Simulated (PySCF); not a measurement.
# CH8GeSi: geometry, electronic excitations

What electronic excitations should CH8GeSi (`[SiH3][CH2][GeH3]`) show?

Computed with PySCF 2.14.0, with density-fitted response routines of our own, on a single molecule in the gas phase. Atoms count from 0, in the outputs and in this text.

## 1. Starting geometry

11 atoms, charge 0, multiplicity 1; geometry from: GFN2-xTB. The atoms were then displaced at random by about 0.01 Å, so the start is not that level's minimum.

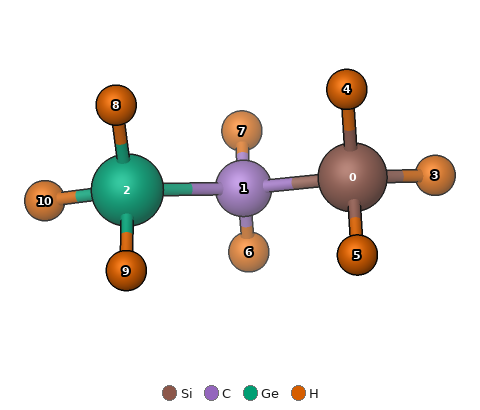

As it starts; silicon brown, carbon purple, germanium teal, hydrogen orange, atoms numbered; sticks join atoms by distance.

## 2. Relaxing the molecule at PBE0-D3(BJ)/def2-SVP

What the job is given:

```
{"job": {"xc": "PBE0", "basis": "def2-SVP", "d3": "d3bj", "grid": 1, "shake": 0.01, "kind": "geom"}, "charge": 0, "multiplicity": 1}
Si     1.517420     0.648350     0.009210
C      0.247870    -0.761060    -0.137100
Ge    -1.631820    -0.184840     0.064340
H      2.881570     0.134180    -0.170620
H      1.222830     1.657090    -1.050670
H      1.376130     1.304390     1.322150
H      0.483310    -1.512050     0.622160
H      0.379360    -1.240690    -1.108030
H     -2.009340     0.821310    -0.948950
H     -1.856870     0.447990     1.416580
H     -2.572350    -1.340490    -0.034750
```

Command:

```
> OMP_NUM_THREADS=1 python probes_run.py task.json out
```

This one command runs all jobs of the session in turn.

**Question.** This job is followed by: TDDFT PBE0/def2-TZVPD, vertical, gas phase, core orbitals frozen in the response. Predict these results of the whole session: rotational constants (main isotopes); lowest singlet (PBE0/def2-TZVPD); brightest single state of those computed; lowest triplet.

**Answer**, as computed:

| quantity | value |
| --- | --- |
| rotational constants (main isotopes) | 17.30, 1.97, 1.87 GHz |
| lowest singlet (PBE0/def2-TZVPD) | 7.41 eV (167 nm), f = 0.032 |
| brightest single state of those computed | state 3, 8.03 eV, f = 0.307 |
| lowest triplet | 7.02 eV |

What this shows: The optimisation took 4 steps and gained 0.105 eV; among the close pairs (by a distance rule), Ge2–H8 changed most, from 1.477 to 1.540 Å. No frequency check was run at this level, so the end point may be a saddle. The first singlet state (HOMO→LUMO 0.99) lies at 7.41 eV and is weak; of the 10 states computed, the strongest absorption comes from state 3 at 8.03 eV (the last state computed is bright too, and its partners may lie past the list). The lowest triplet lies 0.39 eV below the lowest singlet (triplets in Tamm-Dancoff, singlets in full TDDFT).
